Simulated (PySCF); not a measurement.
# Cr²¹⁺: dipole response in even-tempered 19s8p6d5f4g

How polarisable is Cr²¹⁺ at the levels listed below?

Program: PySCF 2.14.0. Level of theory: unrestricted determinants in a Gaussian basis, no spin-orbit coupling in the energies. These are calculated values, not measurements, unless marked.

## 1. What is computed

```
Element     : chromium (Z = 24)
Basis       : an even-tempered Gaussian basis (19 s from 4.6 bohr⁻², ratio 2.2; 8 p from 7.2 bohr⁻², ratio 2.4; 6 d from 22 bohr⁻², ratio 2.4; 5 f from 33 bohr⁻², ratio 2.4; 4 g from 49 bohr⁻², ratio 2.4)
Hamiltonian : scalar relativity by spin-free X2C-1e
State 1     : Cr²¹⁺: [He] 2s1, 2S determinant
Methods     : UHF, PBE0
```

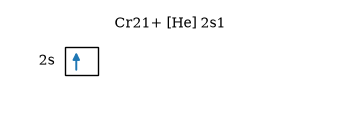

Occupation of the outer shells (arrows by Hund's rule).

One driver process ran all states and methods and kept the integrals in memory. Each run is shown as a PySCF script that sums up its settings (the driver passes frozen orbitals as a list and adds second-order terms of double hybrids); the logs are those of the runs themselves. The driver starts from symmetry-adapted Hartree-Fock orbitals, holds the occupation by maximum overlap and uses a logarithmic radial grid for functionals, so a plain start would take other cycles.

The integrals over 144 functions and the set-up took 1.1 s of CPU time.

## 2. Cr²¹⁺

UHF:

File input.py:

```python
from pyscf import gto, scf, dft, mp, cc
mol = gto.M(atom="Cr 0 0 0", charge=21, spin=1, symmetry="D2h",
            basis=gto.etbs([(0, 19, 4.6, 2.2), (1, 8, 7.2, 2.4), (2, 6, 22, 2.4), (3, 5, 33, 2.4), (4, 4, 49, 2.4)]),
            nucmod="G")
mf = scf.UHF(mol).sfx2c1e()
mf.irrep_nelec = {'Ag': (2, 1)}
mf.kernel()
```

Output:

```text
damping factor = 0
level_shift factor = 0
DIIS = <class 'pyscf.scf.diis.CDIIS'>
diis_start_cycle = 1
diis_space = 10
diis_damp = 0
SCF conv_tol = 1e-09
SCF conv_tol_grad = None
number electrons alpha = 2  beta = 1
cycle= 1 E= -628.603763113672  delta_E= 5.68e-13  |g|= 2.02e-08  |ddm|= 2.41e-08
converged SCF energy = -628.603763113672  <S^2> = 0.75000131  2S+1 = 2.0000013
```

It used 24 s of CPU time after the integrals (shared host).

The occupied shells:

| shell | electrons | mean orbital energy (eV) | spread (eV) | rms radius (bohr) |
| --- | --- | --- | --- | --- |
| 1s α | 1 | -7369.3 | 0 | 0.0725 |
| 1s β | 1 | -7355.5 | 0 | 0.0725 |
| 2s α | 1 | -1721.6 | 0 | 0.282 |

⟨S²⟩ = 0.750, ⟨L²⟩ = 0.00.

The driver then solved the coupled dipole response at imaginary frequencies: mean α = 0.01904 bohr³, C₆ = 0.0005465 au for a like pair.

PBE0:

input.py differs from the last one in:

```diff
@@ -4,3 +4,3 @@
             nucmod="G")
-mf = scf.UHF(mol).sfx2c1e()
+mf = dft.UKS(mol, xc="PBE0").sfx2c1e()
 mf.irrep_nelec = {'Ag': (2, 1)}
```

Output:

```text
damping factor = 0
level_shift factor = 0
DIIS = <class 'pyscf.scf.diis.CDIIS'>
diis_start_cycle = 1
diis_space = 10
diis_damp = 0
SCF conv_tol = 1e-09
SCF conv_tol_grad = None
number electrons alpha = 2  beta = 1
XC functionals = PBE0
    C. Adamo and V. Barone.,  J. Chem. Phys. 110, 6158 (1999)
    M. Ernzerhof and G. E. Scuseria.,  J. Chem. Phys. 110, 5029 (1999)
cycle= 1 E= -628.509281956329  delta_E= -0.00133  |g|= 0.00548  |ddm|= 0.0124
cycle= 2 E= -628.509282015032  delta_E= -5.87e-08  |g|= 6.15e-05  |ddm|= 8.03e-05
cycle= 3 E= -628.509282015043  delta_E= -1.11e-11  |g|= 7.76e-07  |ddm|= 1.14e-06
converged SCF energy = -628.509282015043  <S^2> = 0.75000016  2S+1 = 2.0000002
```

CPU time 24 s on a shared host, the integrals not counted.

The driver then solved the coupled dipole response at imaginary frequencies: mean α = 0.01790 bohr³, C₆ = 0.0005029 au for a like pair.

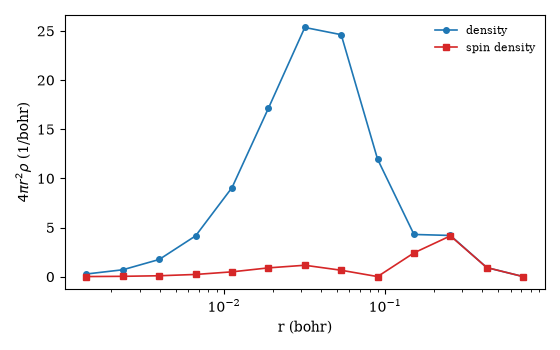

Radial density 4πr²ρ of Cr²¹⁺ at UHF, at 13 stored radii joined by straight lines.

## 3. Polarisabilities and C₆

Cr²¹⁺, in atomic units:

| method | mean α | C₆ (like pair) | S(−4) |
| --- | --- | --- | --- |
| UHF | 0.01904 | 0.0005465 | 0.005083 |
| PBE0 | 0.01790 | 0.0005029 | 0.004432 |

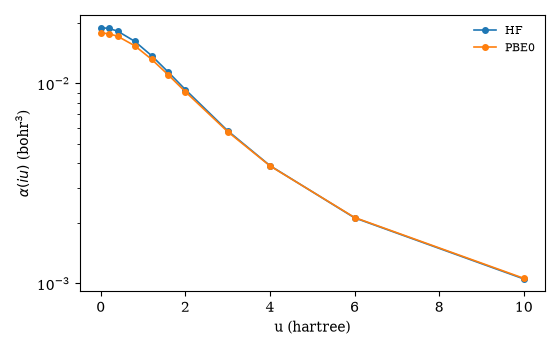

α(iu) of Cr²¹⁺, the polarisability at imaginary frequency, on a logarithmic scale.

## 4. What came out

| quantity | value |
| --- | --- |
| α of Cr²¹⁺ | 0.01790 (PBE0) to 0.01904 (UHF) bohr³ |

**Reading.** A single London oscillator with the computed α and C₆ of Cr²¹⁺ at UHF would have ω = 4 C₆ / (3 α²) = 2.01 hartree. All values hold for this basis alone; no basis-set limit was taken.
